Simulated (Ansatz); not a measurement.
## LuP (Fm-3m): phonons and vibrational spectra: phonons on a q mesh

Ansatz 0.2.0; DFT LDA, scalar-relativistic, plane waves, PAW.

Stability and thermal properties need the whole zone. Linear response on a 4×4×4 q mesh gives force constants as far as a supercell of that size would.

Contents of input.yaml:

```yaml
crystal:
  lattice:
    - [0.0, 2.6954447061, 2.6954447061]
    - [2.6954447061, 0.0, 2.6954447061]
    - [2.6954447061, 2.6954447061, 0.0]
  atoms:
    - { symbol: Lu, position: [0.0, 0.0, 0.0] }
    - { symbol: P, position: [0.5, 0.5, 0.5] }
kpoints:
  mp_grid: { grid: [12, 12, 12] }
hamiltonian:
  xc: lda
scf:
  occupations: { method: methfessel_paxton, width: 0.15 }
output:
  eigenvalues: true
phonons:
  method: dfpt
  qmesh: [4, 4, 4]
  temperatures: { t_max: 1000, t_step: 50 }
  qpath:
    path:
      - [[0.0, 0.0, 0.0], [0.5, 0.0, 0.5], [0.625, 0.25, 0.625]]
      - [[0.375, 0.375, 0.75], [0.0, 0.0, 0.0], [0.5, 0.5, 0.5], [0.5, 0.25, 0.75], [0.5, 0.0, 0.5]]
    npoints: 10
```

On the command line:

```sh
> ansatz run input.yaml --threads 4 --pin off --max-ram 7168MiB --backend cpu --events-out ev --progress --plain --runs-dir out
```

Before running it: what should come out for the lowest frequency on the path, phonon branches and phonon density of states against wavenumber?

With 2 atoms in the cell there are 6 branches, three of them acoustic and zero at Γ. The masses differ by a factor of 5.6 (Lu against P): the 3 top branches, three for each P, split off, and on this path no mode lies between 162 and 266 cm⁻¹. The top quarter of the spectrum is 96 % motion of P, the lightest element.

The phonon density of states has structure finer than the step of the table below, so its rows give means over 20 cm⁻¹, whole bins alone (the curve runs from 2.5 to 332 cm⁻¹). Peaks (cm⁻¹: height): 107.5: 0.0948, 132.5: 0.0342, 282.5: 0.108, 312.5: 0.0511.

The partial phonon density of states has structure finer than the step of the table below, so its rows give means over 25 cm⁻¹, whole bins alone (the curve runs from -10 to 353 cm⁻¹). Peaks (cm⁻¹: height): Lu 108.9: 0.0849, 131.7: 0.0317; P 284.8: 0.100, 314.6: 0.0461.

Numbers from this step:

```
sum-rule residual before enforcement                       : 8.83e-5 eV/Å²
lowest frequency on the path                               : 0 cm⁻¹
highest frequency on the path or at a solved wavevector    : 333.5 cm⁻¹
mean frequency                                             : 202 cm⁻¹
Debye temperature (second moment)                          : 417 K
logarithmic mean frequency                                 : 175 cm⁻¹
lowest mode on the q mesh (acoustic modes at Γ apart)      : 63.67 cm⁻¹
heat capacity at 300 K                                     : 22.74 J/(mol atoms K)
edges of the widest gap between branches, on path and mesh : 162.1, 266.2 cm⁻¹
```

Frequencies (cm⁻¹) solved at each irreducible wavevector; negative means imaginary. Frequencies by wavevector, by row:

| q in reciprocal lattice units | star | mode 1 | mode 2 | mode 3 | mode 4 | mode 5 | mode 6 |
| --- | --- | --- | --- | --- | --- | --- | --- |
| 0 0 0 | 1 | 0 | 0 | 0 | 266.2 | 266.2 | 266.2 |
| 0 0 0.25 | 8 | 77.9 | 77.9 | 109.2 | 276.8 | 276.8 | 321.4 |
| 0 0 -0.5 | 4 | 108.9 | 108.9 | 162.1 | 282.5 | 282.5 | 332.1 |
| 0 0.25 0.25 | 6 | 63.7 | 63.7 | 122.8 | 280.5 | 280.5 | 312.1 |
| 0 0.25 -0.5 | 24 | 101.1 | 108.7 | 131.8 | 282.9 | 299.4 | 319.7 |
| 0 0.25 -0.25 | 12 | 85.2 | 108.8 | 144.2 | 286.2 | 298.2 | 322.2 |
| 0 -0.5 -0.5 | 3 | 88.9 | 88.9 | 109.3 | 270.8 | 270.8 | 312.3 |
| 0.25 -0.5 -0.25 | 6 | 101.2 | 101.2 | 131.6 | 304.5 | 304.5 | 308.8 |

Interpolated from a 4×4×4 q mesh. The phonon branches at the labelled points (cm⁻¹):

| point | branch 1 | branch 2 | branch 3 | branch 4 | branch 5 | branch 6 |
| --- | --- | --- | --- | --- | --- | --- |
| Γ | 0 | 0 | 0 | 266 | 266 | 266 |
| X | 89 | 89 | 109 | 271 | 271 | 312 |
| U | 105 | 106 | 124 | 283 | 309 | 312 |
| jump to K | 105 | 106 | 124 | 283 | 309 | 312 |
| Γ | 0 | 0 | 0 | 266 | 266 | 266 |
| L | 109 | 109 | 162 | 282 | 282 | 332 |
| W | 101 | 101 | 132 | 304 | 304 | 309 |
| X | 89 | 89 | 109 | 271 | 271 | 312 |

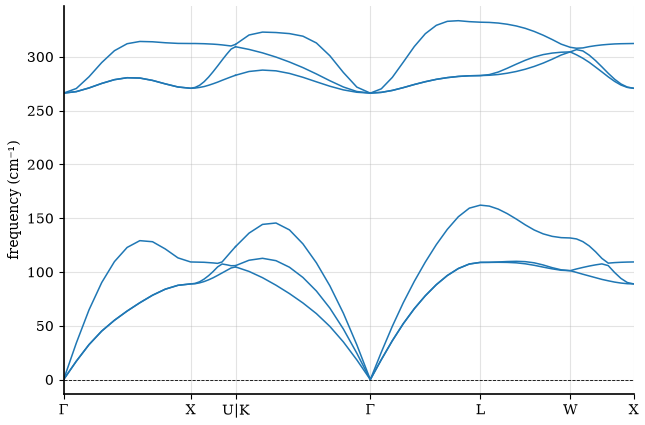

Phonon branches along the path.

Tetrahedra on a 20×20×20 mesh, mean over bins of 5 cm-1. The phonon density of states by wavenumber; means over each step:

| wavenumber (cm⁻¹) | phonon density of states (1/cm⁻¹/cell) |
| --- | --- |
| 20 | 4.3e-4 |
| 40 | 0.00228 |
| 60 | 0.00780 |
| 80 | 0.0228 |
| 100 | 0.0592 |
| 120 | 0.0287 |
| 140 | 0.0252 |
| 160 | 0.00362 |
| 180 | 0 |
| 200 | 0 |
| 220 | 0 |
| 240 | 0 |
| 260 | 0.00156 |
| 280 | 0.0619 |
| 300 | 0.0424 |
| 320 | 0.0396 |

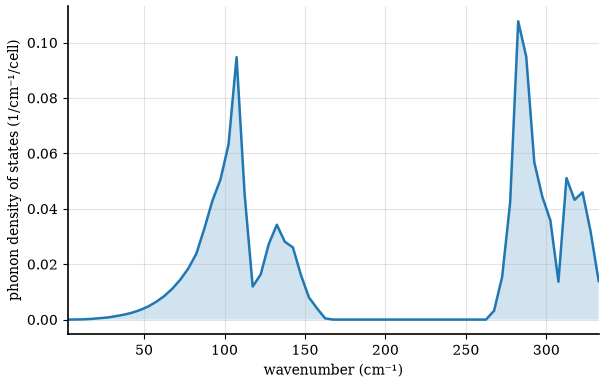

Phonon density of states against wavenumber.

Phonopy on the run's constants, 19x19x19 mesh, Gaussian sigma 2.6 cm-1. Table of partial phonon density of states by wavenumber; means over each step; values in 1/cm⁻¹/cell:

| wavenumber (cm⁻¹) | Lu | P |
| --- | --- | --- |
| 25 | 7.2e-4 | 1.2e-4 |
| 50 | 0.00391 | 5.2e-4 |
| 75 | 0.0164 | 0.00151 |
| 100 | 0.0553 | 0.00233 |
| 125 | 0.0247 | 5.7e-4 |
| 150 | 0.0136 | 2.2e-4 |
| 175 | 8.9e-5 | 2.4e-7 |
| 200 | 0 | 0 |
| 225 | 0 | 0 |
| 250 | 2.4e-6 | 1.7e-5 |
| 275 | 0.00249 | 0.0407 |
| 300 | 0.00196 | 0.0429 |
| 325 | 8.0e-4 | 0.0310 |

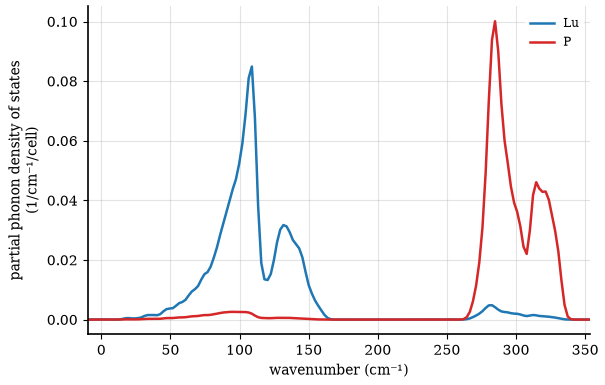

Partial phonon density of states against wavenumber.

Second derivatives of the energy by pair, one row for each kind of neighbour of each atom listed. Each entry sums the pair over the periodic images of the supercell that the q mesh stands for, and in a polar crystal it holds the long-range dipole part too. Force constants by pair, by row:

| atom | neighbour | distance (Å) | third of the trace (eV/Å²) | along the pair's line (eV/Å²) |
| --- | --- | --- | --- | --- |
| Lu1 | itself | 0 | 9.763 | – |
| Lu1 | P | 2.695 | -1.264 | -2.896 |
| Lu1 | Lu | 3.812 | -0.1532 | -0.9649 |
| Lu1 | P | 4.669 | -0.0705 | -0.0733 |
| Lu1 | Lu | 5.391 | -0.1869 | -0.5023 |
| Lu1 | P | 6.027 | 0.0571 | 0.1783 |
| Lu1 | Lu | 6.602 | 0.0184 | 0.0417 |
| P2 | itself | 0 | 9.768 | – |
| P2 | Lu | 2.695 | -1.264 | -2.896 |
| P2 | P | 3.812 | -0.129 | -0.5443 |
| P2 | Lu | 4.669 | -0.0705 | -0.0733 |
| P2 | P | 5.391 | -0.1548 | -0.4095 |
| P2 | Lu | 6.027 | 0.0571 | 0.1783 |
| P2 | P | 6.602 | 0.0098 | 0.0111 |

Harmonic thermodynamic functions per atom, from the density of states. Thermodynamic functions, by row:

| T (K) | F_vib (meV/atom) | S (J/mol-atom/K) | C_V (J/mol-atom/K) |
| --- | --- | --- | --- |
| 0 | 37.57 | 0 | 0 |
| 50 | 37.15 | 2.948 | 6.34 |
| 100 | 33.88 | 9.704 | 13.51 |
| 200 | 17.33 | 21.67 | 20.48 |
| 300 | -9.92 | 30.47 | 22.74 |
| 400 | -45.11 | 37.16 | 23.65 |
| 500 | -86.47 | 42.49 | 24.1 |
| 600 | -132.9 | 46.91 | 24.35 |
| 700 | -183.5 | 50.67 | 24.51 |
| 800 | -237.7 | 53.95 | 24.61 |
| 900 | -295.2 | 56.85 | 24.68 |
| 1000 | -355.5 | 59.46 | 24.73 |

Harmonic mean-square displacement, third of the trace. Mean square displacements, by row:

| T (K) | Lu1 U_eq (Å²) | P2 U_eq (Å²) |
| --- | --- | --- |
| 0 | 9.40e-4 | 0.00204 |
| 100 | 0.00166 | 0.00243 |
| 300 | 0.00439 | 0.0046 |
| 600 | 0.00866 | 0.00857 |

[Logs are printed without paths, hosts, clocks, repeated set-up lines and the standing remarks that a program may print on its own settings, such as how far it seeks lower states.]

[Hosts, paths, dates, database ids (printed as entryN), source tags and the programs' standing remarks are cut or masked in the printed files.]
